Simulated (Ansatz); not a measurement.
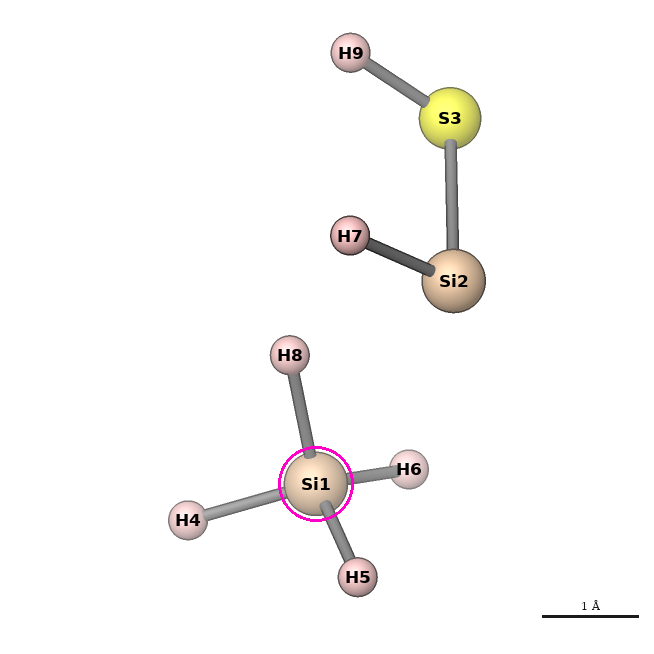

Orthographic view. Distant atoms are faded towards the background colour. Computed geometry: PBE0-D4/def2-TZVP optimisation. No frequency run is at hand to confirm it as a minimum.

Question: Name the neighbours of the circled atom.

Answer: The circled atom is Si1; it is bonded to H4, H5, H6, H8.

Question: Which atom is nearest the viewer?

Answer: H7, 1.8 Å in front of the mean position.

Question: Of Si2 and S3, which is nearer the viewer?

Answer: Si2; the bond to S3 points away from the viewer, so it looks shorter than its 2.15 Å.

Question: Which atom is farthest from the viewer?

Answer: H6, 1.6 Å behind the mean position.
